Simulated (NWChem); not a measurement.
# C2HClF2 (SMILES FC(F)=CCl) at CCSD(T)/6-31G(d) (spherical functions)

Aim: the energy change on altering one bond length of C2HClF2 at CCSD(T)/6-31G* (spherical functions), from 2 runs. 

Program for the calculation: NWChem 7.3.0.

1 further run of the same task is left out (set aside as unsound or not needed). Runs told in other sessions of the task aren't counted.

### 1 Starting point

The species is C2HClF2 (6 atoms), meant as a singlet with charge 0. SMILES: `FC(F)=CCl`. Geometry: relaxed at PBE0-D4/def2-TZVP.

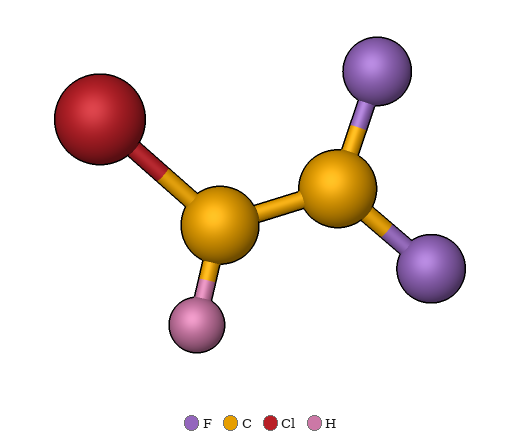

Viewed from a chosen angle; fluorine purple, carbon amber, chlorine red, hydrogen pink.

### 2 A single-point energy at CCSD(T)/6-31G(d) (spherical functions)

Contents of c2hclf2.nw:

```
start c2hclf2
title "C2HClF2 energy"
memory total 2200 mb
charge 0

geometry noautosym nocenter noautoz
   F      0.901010    -0.810380     1.342040
   C      0.267650    -0.562200     0.220370
   F      0.192510    -1.632620    -0.522730
   C     -0.218360     0.626770    -0.086550
   Cl    -1.039010     0.926430    -1.552100
   H     -0.103800     1.452000     0.598970
end

basis spherical bse
   * library 6-31G*
end

scf
   singlet
   rhf
   thresh 1e-08
   maxiter 80
   noprint "final vectors analysis"
end

ccsd
   freeze core 9
   maxiter 60
end

task ccsd(t) energy
```

Started as:

```bash
nwchem c2hclf2.nw > c2hclf2.out
```

What it wrote:

```text
[...]
  functions       =    76
[...]
  wavefunction    = RHF
[...]
         Total SCF energy =   -734.626286390147
      One-electron energy =  -1440.610173612120
      Two-electron energy =    492.408997868754
 Nuclear repulsion energy =    213.574889353218
        Time for solution =     18.7s
[...]
 Total MP2 energy:           -735.337984376250461
[...]
             energy      energy      error      ampl     ampl      Block
                                                time     time      time
[...]
 Total CCSD energy:           -735.364108659497333
[...]
 Total CCSD+T(CCSD) energy:           -735.387183196680780
[...]
 Total CCSD(T) energy:                -735.385201407093859
[...]
```

Wall time 2.9 min (1 thread of Intel Xeon Platinum 8259CL at 2.50GHz (Skylake/Cascade Lake), shared host); peak memory 0.22 GiB.

### 3 The distorted shape, same level

Contents of c2hclf2.nw:

```
start c2hclf2
memory 2200 mb
charge 0

geometry units angstrom noautosym nocenter noautoz
F     0.973904   -0.988707    1.388073
C     0.340544   -0.740527    0.266403
F     0.265404   -1.810947   -0.476697
C    -0.218360    0.626770   -0.086550
Cl   -1.039010    0.926430   -1.552100
H    -0.103800    1.452000    0.598970
end

basis spherical bse
F library 6-31G*
C library 6-31G*
Cl library 6-31G*
H library 6-31G*
end

scf
thresh 1e-08
maxiter 80
end

ccsd
freeze core 9
maxiter 60
end

task ccsd(t) energy
```

Started as:

```bash
nwchem c2hclf2.nw > c2hclf2.out
```

What it wrote:

```text
[...]
  functions       =    76
[...]
  wavefunction    = RHF
[...]
         Total SCF energy =   -734.583396729938
      One-electron energy =  -1425.364190070078
      Two-electron energy =    484.774348930603
 Nuclear repulsion energy =    206.006444409538
        Time for solution =     25.1s
[...]
 Total MP2 energy:           -735.309792863592975
[...]
             energy      energy      error      ampl     ampl      Block
                                                time     time      time
[...]
 Total CCSD energy:           -735.334216517574305
[...]
 Total CCSD+T(CCSD) energy:           -735.360991512697979
[...]
 Total CCSD(T) energy:                -735.358654316992784
[...]
```

It took 3.6 min on 1 thread of Intel Xeon Platinum 8259CL at 2.50GHz (Skylake/Cascade Lake), shared host; peak memory 0.22 GiB.

### 4 Results

Level: CCSD(T)/6-31G* (spherical functions), 9 core orbitals frozen.

```
                                                         quantity          value
                                        first shape: total energy  -735.38520 Eh
         first shape: correlation energy (9 core orbitals frozen)     -758.9 mEh
                                      first shape: (T) correction     -21.09 mEh
                                    distorted shape: total energy  -735.35865 Eh
             distorted shape: HOMO energy (Hartree–Fock orbitals)       -9.26 eV
             distorted shape: LUMO energy (Hartree–Fock orbitals)        3.44 eV
           distorted shape: HOMO–LUMO gap (Hartree–Fock orbitals)       12.70 eV
     distorted shape: correlation energy (9 core orbitals frozen)     -775.3 mEh
                                  distorted shape: (T) correction     -24.44 mEh
energy change with the C2–C4 bond stretched from 1.321 to 1.519 Å       0.722 eV
```

In words: With the C2–C4 bond stretched from 1.321 to 1.519 Å the energy rises by 0.72 eV (16.7 kcal/mol). The first shape isn't relaxed at this level, so the change isn't measured from a minimum. The triples (first shape) make up 2.8 % of the correlation energy. Mulliken charges (distorted shape) of the mean-field density run from -0.46 on C4 to +0.86 on C2; they depend strongly on the basis. The triples (distorted shape) make up 3.2 % of the correlation energy.
